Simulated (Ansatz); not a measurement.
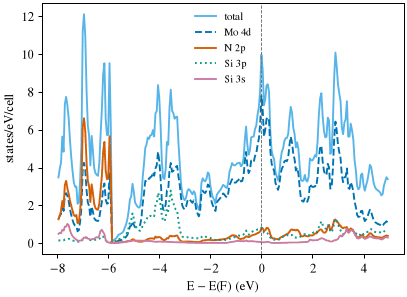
Figure: Total and projected density of states of SiMo$_{2}$N in space group P6_3/mmc (No. 194; Si on 2d, Mo on 4f, N on 2a), DFT-PBEsol in the program Ansatz with PAW potentials

Task: Which orbitals carry the states next to the Fermi level?

Result: Within 0.5 eV of the Fermi level: Mo 4d 79 %, Si 3p 8 %, N 2p 8 %. Projections are on Löwdin-orthogonalised atomic valence shells; empty p or d shells of many metals are not among them.

Task: Where is the tallest occupied peak in this window, and what makes it?

Result: Near -6.9 eV, about 12 states/eV per cell; the largest projected share is N 2p.

The start of the workflow was typed in or built on a structure type; neither database checked (COD, Materials Project) lists it. Its standing as an ambient phase is unchecked. Symmetry was held in the PBEsol relaxation; its stability against distortions is not shown here. The workflow began spin-polarised and lost its moments. Scalar-relativistic: spin–orbit coupling is off unless named, which matters more the heavier the elements.

Potentials: the earlier of the program's two PAW sets. The files were generated under PBE; for other functionals the program regenerates the frozen cores, and for LDA and PBEsol the local potential too.
